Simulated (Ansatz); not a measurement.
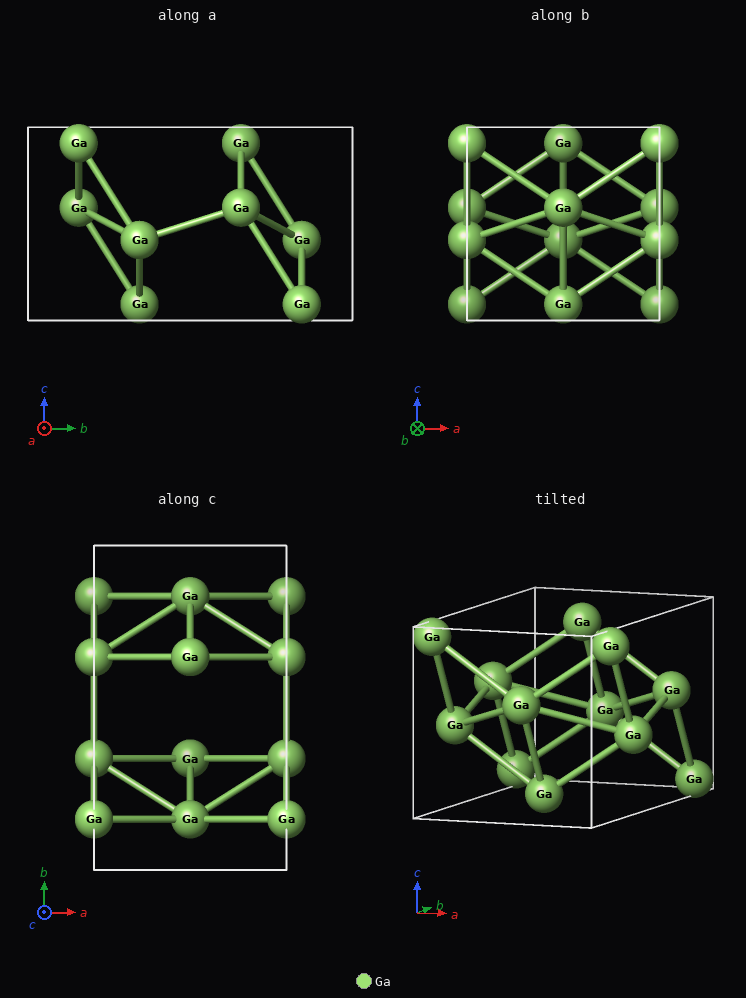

Ball-and-stick drawing of the structure, looking along the a axis, along the b axis, along the c axis and slightly off an axis. One conventional unit cell is outlined, and atoms on its boundary appear in each equivalent place.

Lattice parameters: a = 4.5784 Å, b = 7.7176 Å, c = 4.5986 Å, α = 90.000°, β = 90.000°, γ = 90.000°.

### Convert the drawing into a CIF with its space group and independent sites, with free fractional coordinates to two decimals.

```cif
data_structure
_symmetry_space_group_name_H-M 'C m c e'
_symmetry_Int_Tables_number 64
_cell_length_a 4.5784
_cell_length_b 7.7176
_cell_length_c 4.5986
_cell_angle_alpha 90.000
_cell_angle_beta 90.000
_cell_angle_gamma 90.000
_cell_volume 162.49
loop_
_atom_site_label
_atom_site_type_symbol
_atom_site_symmetry_multiplicity
_atom_site_Wyckoff_symbol
_atom_site_fract_x
_atom_site_fract_y
_atom_site_fract_z
_atom_site_occupancy
Ga1 Ga 8 f 0.50 0.16 0.58 1
```

It goes back to a structure type known for this element. The geometry comes from a coarse first relaxation with Ansatz, DFT PBE, scalar-relativistic, plane waves, PAW.
